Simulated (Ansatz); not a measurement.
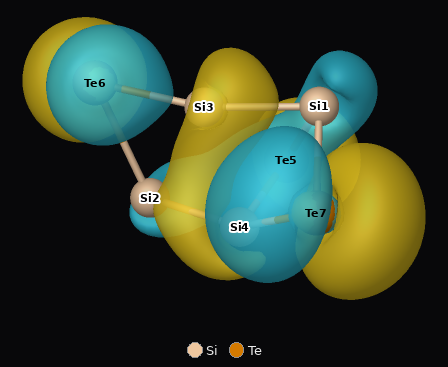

Figure 1: Si4Te3 (charge +1, doublet). The HOMO−1 (α) at ±0.06 Å⁻³ᐟ² (yellow and cyan are the two phases), seen at a tilt.

Geometry: PBE-D4/def2-SVP; core potentials replace the inner electrons of Te; not at a stationary point (largest force 0.7 eV/Å).

These are results of UKS PBE0-D4/def2-TZVP (Ansatz 0.2.0), not measurements.

```xyz
7

Si   -0.0922    1.6085    1.5154
Si   -0.1653   -1.2329   -1.8216
Si   -0.9742   -0.3842    0.5112
Si    1.4476   -0.2083   -0.2873
Te   -0.1423    1.6616   -1.2640
Te   -2.4009   -2.0414   -0.5637
Te    2.3274    0.5968    1.9100
```

Q: What is the character of this orbital?

A: It lies mainly on Te7 (about 50 %), Te6 (about 15 %), Te5 (about 10 %), Si3 (about 5 %) and Si4 (about 5 %). Its energy is −10.38 eV.
